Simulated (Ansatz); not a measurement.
# AlClH2INaO (SMILES [OH][AlH][Cl].[Na][I]): a chain of runs

We compute a series of 35 runs (RPA@PBE/def2-TZVPD, r2SCAN50/def2-TZVPD, wB97X-V/def2-TZVPD, CCSD(T)/def2-SVP, LC-wPBE/def2-SVP, B3LYP-D3(BJ)/def2-SVP, B97M-V/def2-SVP) of AlClH2INaO. 

The results are computed with Ansatz 0.2.0.

## Step 1: The molecule

AlClH2INaO: 7 atoms, total charge 0, spin state singlet. SMILES: `[OH][AlH][Cl].[Na][I]`. Geometry: a GFN2-xTB relaxation, a rough one for these elements and not checked as a minimum.

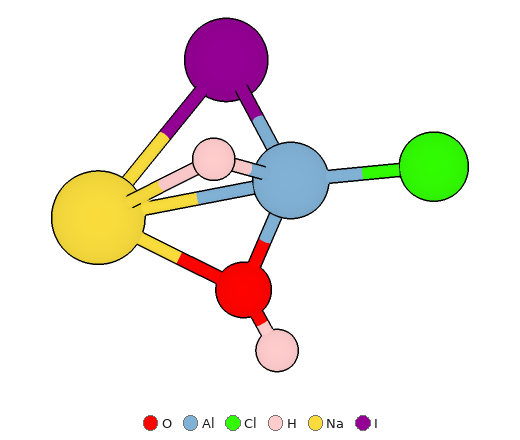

The structure, seen from a chosen angle (oxygen red, aluminium light blue, chlorine green, hydrogen pink, sodium yellow, iodine purple).

## Step 2: A single-point energy at RPA@PBE/def2-TZVPD (core potential) (run 1)

File run.yaml:

```yaml
crystal:
  periodic: [false, false, false]
  atoms:
    - {symbol: O, position_ang: [-1.202100, -0.049810, -0.234980]}
    - {symbol: Al, position_ang: [0.360860, -0.294020, 0.454220]}
    - {symbol: Cl, position_ang: [0.714420, -1.812510, 1.756220]}
    - {symbol: H, position_ang: [-1.998930, -0.558620, -0.084020]}
    - {symbol: H, position_ang: [0.603560, 1.198210, 1.015540]}
    - {symbol: Na, position_ang: [-0.367440, 1.756580, -1.238230]}
    - {symbol: I, position_ang: [1.889630, -0.239830, -1.668750]}
basis:
  gaussian:
    orbitals: def2-TZVPD
hamiltonian:
  xc: pbe
correlation:
  method: rpa
  frozen_orbitals: {Al: 5, Cl: 5, H: 0, I: 4, Na: 1, O: 1}
```

The run is started by

```console
$ ansatz run run.yaml --threads 1 --pin off --max-ram 2610MiB --events-out events.jsonl --progress --plain --runs-dir runs
```

Standard output:

```text
Warning: RAYON_NUM_THREADS=1 ignored (pool sized by the plan → 1); use --threads N
Functional definition: PBE
  name "PBE"
  parameter kappa = 0.804
  parameter beta = 0.06672455060314922
  exchange = pbe_x(kappa = kappa, mu = beta*pi^2/3)
  correlation = pbe_c(beta = beta)
1785 factors; integrals over basis functions are off by at most 9.5e-4 eV
mean field evaluation 1: about -33700.7254 eV, gradient 7.3e1 eV
mean field evaluation 2: about -33700.7242 eV, gradient 7.3e1 eV
mean field evaluation 4: about -33707.7623 eV, gradient 2.8e1 eV
mean field evaluation 8: about -33709.9768 eV, gradient 6.0e-1 eV
mean field evaluation 16: about -33709.9771 eV, gradient 5.5e-4 eV
mean field -33709.97712003 eV, -1238.8188097178 hartree, gradient 3.5e-6 eV, S^2 0.000000; 0 other end points of the search recorded, 0 dependent functions left out
16 core orbitals not correlated: weight in the atoms' cores, before any rotation towards them, 1.000 or more for the frozen orbitals, at most 0.000 for the correlated occupied ones
reference -33639.23547176 eV, -1236.2191020945 hartree; 22, 22 occupied and 203, 203 virtual orbitals, 1785 factors
Total energy: -33685.46069823 eV, -1237.9178478346 hartree
```

It took 66 s on 1 thread of Intel Xeon at 2.50GHz (Skylake/Cascade Lake), shared host; peak memory 0.73 GiB.

## Step 3: AlClH2O: the energy at RPA@PBE/def2-TZVPD (run 2)

File run.yaml:

```yaml
crystal:
  periodic: [false, false, false]
  atoms:
    - {symbol: O, position_ang: [-1.202100, -0.049810, -0.234980]}
    - {symbol: Al, position_ang: [0.360860, -0.294020, 0.454220]}
    - {symbol: Cl, position_ang: [0.714420, -1.812510, 1.756220]}
    - {symbol: H, position_ang: [-1.998930, -0.558620, -0.084020]}
    - {symbol: H, position_ang: [0.603560, 1.198210, 1.015540]}
basis:
  gaussian: {orbitals: def2-TZVPD}
hamiltonian: {xc: {name: PBE}}
correlation: {method: rpa, frozen_orbitals: {Al: 5, Cl: 5, H: 0, O: 1}}
```

The run is started by

```console
$ ansatz run run.yaml --threads 1 --pin off --max-ram 2610MiB --events-out events.jsonl --progress --plain --runs-dir runs
```

Standard output, shortened:

```text
Warning: RAYON_NUM_THREADS=1 ignored (pool sized by the plan → 1); use --threads N
Functional definition: PBE
  name "PBE"
[...]
943 factors; integrals over basis functions are off by at most 9.8e-4 eV
[...]
mean field -21192.25572800 eV, -778.8010333771 hartree, gradient 2.2e-6 eV, S^2 0.000000; 2 other end points of the search recorded, 0 dependent functions left out
11 core orbitals not correlated: weight in the atoms' cores, before any rotation towards them, 1.000 or more for the frozen orbitals, at most 0.000 for the correlated occupied ones
reference -21158.48364599 eV, -777.5599322546 hartree; 9, 9 occupied and 127, 127 virtual orbitals, 943 factors
Total energy: -21180.82451419 eV, -778.3809440181 hartree
```

It took 25 s on 1 thread of Intel Xeon at 2.50GHz (Skylake/Cascade Lake), shared host; peak memory 0.26 GiB.

Runs 3 to 12 aren't shown in full; the table further down has their settings and results.

## Step 4: AlClH2O among ghost functions: a single-point energy at wB97X-V/def2-TZVPD (with ghost functions) (run 13)

File in.yaml:

```yaml
crystal:
  periodic: [false, false, false]
  atoms:
    - symbol: O
      position_ang: [-1.202100, -0.049810, -0.234980]
    - symbol: Al
      position_ang: [0.360860, -0.294020, 0.454220]
    - symbol: Cl
      position_ang: [0.714420, -1.812510, 1.756220]
    - symbol: H
      position_ang: [-1.998930, -0.558620, -0.084020]
    - symbol: H
      position_ang: [0.603560, 1.198210, 1.015540]
basis:
  gaussian:
    orbitals: def2-TZVPD
    ghost_atoms: [{symbol: Na, position_ang: [-0.367440, 1.756580, -1.238230]}, {symbol: I, position_ang: [1.889630, -0.239830, -1.668750]}]
hamiltonian: {xc: {name: wB97X-V}}
```

The run is started by

```console
$ ansatz run in.yaml --threads 1 --pin off --max-ram 2610MiB --events-out events.jsonl --progress --plain --runs-dir runs
```

Standard output, shortened:

```text
Warning: RAYON_NUM_THREADS=1 ignored (pool sized by the plan → 1); use --threads N
Functional definition: wB97X-V
  name "wB97X-V"
[...]
      + integral(e_c_pw_opposite_spin*poly(b97_u_opposite, cos0, cos1)) + vv10(b, c)
1420 factors; their error is unknown
389 factors; integrals over basis functions are off by at most 4.4e-5 eV
[...]
mean field -21199.65140263 eV, -779.0728194070 hartree, gradient 3.7e-5 eV, S^2 0.000000; 0 other end points of the search recorded, 0 dependent functions left out
reference -21199.65139967 eV, -779.0728192981 hartree; 20, 20 occupied and 221, 221 virtual orbitals, 1420 factors
Total energy: -21199.65139967 eV, -779.0728192981 hartree
```

It took 63 s on 1 thread of Intel Xeon at 2.50GHz (Skylake/Cascade Lake), shared host; peak memory 0.73 GiB.

Runs 14 to 34 aren't shown in full; the table further down has their settings and results.

## Step 5: INa among ghost functions: a single-point energy at B97M-V/def2-SVP (core potential, with ghost functions) (run 35)

File run.yaml:

```yaml
crystal:
  periodic: [false, false, false]
  atoms:
    - {symbol: Na, position_ang: [-0.367440, 1.756580, -1.238230]}
    - {symbol: I, position_ang: [1.889630, -0.239830, -1.668750]}
basis:
  gaussian:
    orbitals: def2-SVP
    ghost_atoms: [{symbol: O, position_ang: [-1.202100, -0.049810, -0.234980]}, {symbol: Al, position_ang: [0.360860, -0.294020, 0.454220]}, {symbol: Cl, position_ang: [0.714420, -1.812510, 1.756220]}, {symbol: H, position_ang: [-1.998930, -0.558620, -0.084020]}, {symbol: H, position_ang: [0.603560, 1.198210, 1.015540]}]
total_charge: 0
hamiltonian:
  xc: {name: B97M-V}
```

The run is started by

```console
$ ansatz run run.yaml --threads 1 --pin off --max-ram 2610MiB --events-out events.jsonl --progress --plain --runs-dir runs
```

Standard output, shortened:

```text
Warning: RAYON_NUM_THREADS=1 ignored (pool sized by the plan → 1); use --threads N
Functional definition: B97M-V
  name "B97M-V"
[...]
  gx(w, u) = cx00 + cx01*u + cx02*u^2 + (cx10 + cx11*u)*w
  gss(w, u) = css00 + css02*u^2 + css10*w + (css32*w^3 + css42*w^4)*u^2
  gos(w, u) = cos00 + cos01*u + cos03*u^3 + cos10*w + cos32*w^3*u^2
[...]
      + integral(e_c_pw_mod_opposite_spin*gos(b97_w_opposite, b97_u_opposite)) + vv10(b, c)
980 factors; their error is unknown
[...]
mean field -12515.72668895 eV, -459.9444723548 hartree, gradient 1.3e-5 eV, S^2 0.000000; 0 other end points of the search recorded, 0 dependent functions left out
reference -12515.72676650 eV, -459.9444752046 hartree; 18, 18 occupied and 83, 83 virtual orbitals, 980 factors
Total energy: -12515.72676650 eV, -459.9444752046 hartree
```

It took 24 s on 1 thread of Intel Xeon at 2.50GHz (Skylake/Cascade Lake), shared host; peak memory 0.25 GiB.

## Step 6: All runs side by side

```csv
run,level,core potential,frozen core orbitals,fragment atoms,partner,energy (Eh),wall time
1,RPA@PBE/def2-TZVPD (core potential),def2-TZVPD,16,–,base,-1237.917848,66 s
2,RPA@PBE/def2-TZVPD,none,11,"(1, 2, 3, 4, 5)",fragment,-778.380944,25 s
3,RPA@PBE/def2-TZVPD (with ghost functions),none,11,"(1, 2, 3, 4, 5)",fragment with ghosts,-778.383226,50 s
4,RPA@PBE/def2-TZVPD (core potential),def2-TZVPD,5,"(6, 7)",fragment,-459.447281,11 s
5,"RPA@PBE/def2-TZVPD (core potential, with ghost functions)",def2-TZVPD,5,"(6, 7)",fragment with ghosts,-459.457592,74 s
6,r2SCAN50/def2-TZVPD (core potential),def2-TZVPD,–,–,base,-1239.264665,58 s
7,r2SCAN50/def2-TZVPD,none,–,"(1, 2, 3, 4, 5)",fragment,-779.075716,15 s
8,r2SCAN50/def2-TZVPD (with ghost functions),none,–,"(1, 2, 3, 4, 5)",fragment with ghosts,-779.075942,40 s
9,r2SCAN50/def2-TZVPD (core potential),def2-TZVPD,–,"(6, 7)",fragment,-460.095598,9.4 s
10,"r2SCAN50/def2-TZVPD (core potential, with ghost functions)",def2-TZVPD,–,"(6, 7)",fragment with ghosts,-460.095972,43 s
11,wB97X-V/def2-TZVPD (core potential),def2-TZVPD,–,–,base,-1239.184064,88 s
12,wB97X-V/def2-TZVPD,none,–,"(1, 2, 3, 4, 5)",fragment,-779.072557,20 s
13,wB97X-V/def2-TZVPD (with ghost functions),none,–,"(1, 2, 3, 4, 5)",fragment with ghosts,-779.072819,63 s
14,wB97X-V/def2-TZVPD (core potential),def2-TZVPD,–,"(6, 7)",fragment,-460.022187,12 s
15,"wB97X-V/def2-TZVPD (core potential, with ghost functions)",def2-TZVPD,–,"(6, 7)",fragment with ghosts,-460.022709,66 s
16,CCSD(T)/def2-SVP (core potential),def2-SVP,16,–,base,-1236.425595,41 s
17,CCSD(T)/def2-SVP,none,11,"(1, 2, 3, 4, 5)",fragment,-777.673807,2.9 s
18,CCSD(T)/def2-SVP (with ghost functions),none,11,"(1, 2, 3, 4, 5)",fragment with ghosts,-777.682358,14 s
19,CCSD(T)/def2-SVP (core potential),def2-SVP,5,"(6, 7)",fragment,-458.659770,2.5 s
20,"CCSD(T)/def2-SVP (core potential, with ghost functions)",def2-SVP,5,"(6, 7)",fragment with ghosts,-458.666932,22 s
21,LC-wPBE/def2-SVP (core potential),def2-SVP,–,–,base,-1238.671755,10 s
22,LC-wPBE/def2-SVP,none,–,"(1, 2, 3, 4, 5)",fragment,-778.606179,3.3 s
23,LC-wPBE/def2-SVP (with ghost functions),none,–,"(1, 2, 3, 4, 5)",fragment with ghosts,-778.612452,7.8 s
24,LC-wPBE/def2-SVP (core potential),def2-SVP,–,"(6, 7)",fragment,-459.968487,2.4 s
25,"LC-wPBE/def2-SVP (core potential, with ghost functions)",def2-SVP,–,"(6, 7)",fragment with ghosts,-459.970676,7.5 s
26,B3LYP-D3(BJ)/def2-SVP (core potential),def2-SVP,–,–,base,-1239.107130,11 s
27,B3LYP-D3(BJ)/def2-SVP,none,–,"(1, 2, 3, 4, 5)",fragment,-778.903128,3.3 s
28,B3LYP-D3(BJ)/def2-SVP (with ghost functions),none,–,"(1, 2, 3, 4, 5)",fragment with ghosts,-778.909467,6.9 s
29,B3LYP-D3(BJ)/def2-SVP (core potential),def2-SVP,–,"(6, 7)",fragment,-460.111079,2.7 s
30,"B3LYP-D3(BJ)/def2-SVP (core potential, with ghost functions)",def2-SVP,–,"(6, 7)",fragment with ghosts,-460.113298,6.9 s
31,B97M-V/def2-SVP (core potential),def2-SVP,–,–,base,-1238.697425,28 s
32,B97M-V/def2-SVP,none,–,"(1, 2, 3, 4, 5)",fragment,-778.661399,7.8 s
33,B97M-V/def2-SVP (with ghost functions),none,–,"(1, 2, 3, 4, 5)",fragment with ghosts,-778.666658,25 s
34,B97M-V/def2-SVP (core potential),def2-SVP,–,"(6, 7)",fragment,-459.942547,6 s
35,"B97M-V/def2-SVP (core potential, with ghost functions)",def2-SVP,–,"(6, 7)",fragment with ghosts,-459.944475,24 s
```

## Step 7: Outcome

| quantity | value |
| --- | --- |
| INa among ghost functions, run 35: total energy | -459.94448 Eh |
| interaction energy of the rigid parts AlClH2O and INa (parts in their own basis), RPA@PBE/def2-TZVPD | -2.439 eV |
| interaction energy of the rigid parts AlClH2O and INa (parts in the whole basis, counterpoise), r2SCAN50/def2-TZVPD | -2.524 eV |
| interaction energy of the rigid parts AlClH2O and INa (parts in the whole basis, counterpoise), CCSD(T)/def2-SVP | -2.076 eV |
| interaction energy of the rigid parts AlClH2O and INa (parts in the whole basis, counterpoise), LC-wPBE/def2-SVP | -2.412 eV |
| interaction energy of the rigid parts AlClH2O and INa (parts in the whole basis, counterpoise), B3LYP-D3(BJ)/def2-SVP | -2.296 eV |
| interaction energy of the rigid parts AlClH2O and INa (parts in their own basis), B3LYP-D3(BJ)/def2-SVP | -2.529 eV |
| interaction energy of the rigid parts AlClH2O and INa (parts in their own basis), B97M-V/def2-SVP | -2.544 eV |
| interaction energy of the rigid parts AlClH2O and INa (parts in the whole basis, counterpoise), B97M-V/def2-SVP | -2.348 eV |

What this shows: At RPA@PBE/def2-TZVPD: the interaction energy of the rigid parts AlClH2O and INa (parts in their own basis) is −2.44 eV (−56 kcal/mol): the parts attract. At r2SCAN50/def2-TZVPD: the interaction energy of the rigid parts AlClH2O and INa (parts in the whole basis, counterpoise) is −2.52 eV (−58 kcal/mol): the parts attract. At CCSD(T)/def2-SVP: the interaction energy of the rigid parts AlClH2O and INa (parts in the whole basis, counterpoise) is −2.08 eV (−200 kJ/mol): the parts attract. At LC-wPBE/def2-SVP: the interaction energy of the rigid parts AlClH2O and INa (parts in the whole basis, counterpoise) is −2.41 eV (−233 kJ/mol): the parts attract. At B3LYP-D3(BJ)/def2-SVP: the interaction energy of the rigid parts AlClH2O and INa (parts in the whole basis, counterpoise) is −2.30 eV (−222 kJ/mol): the parts attract. The basis-set superposition error is 22.5 kJ/mol. Totals of different functionals can't be ranked against each other. All runs together took 15 min, the longest 88 s.
